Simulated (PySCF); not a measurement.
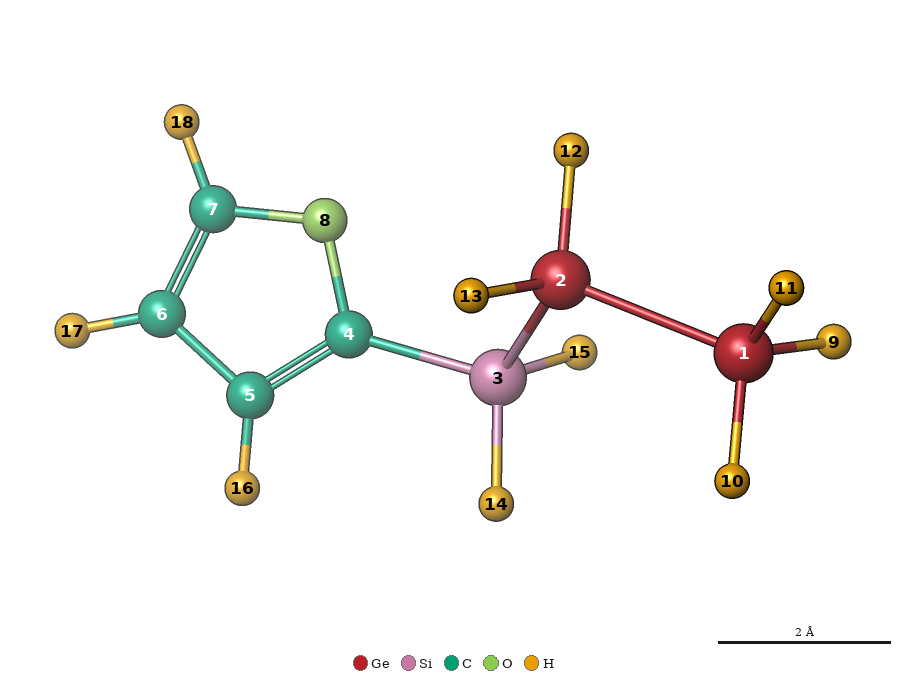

Orthographic view. Atoms fade into the background with distance from the viewer. The computed structure is the end point of a PBE0-D3(BJ)/def2-SVP optimisation. No frequency run is at hand to confirm it as a minimum.

List the bonded neighbours of every atom.

Ge1: Ge2, H9, H10, H11
Ge2: Ge1, Si3, H12, H13
Si3: Ge2, C4, H14, H15
C4: Si3, C5, O8
C5: C4, C6, H16
C6: C5, C7, H17
C7: C6, O8, H18
O8: C4, C7
(terminal hydrogens appear only as neighbours)
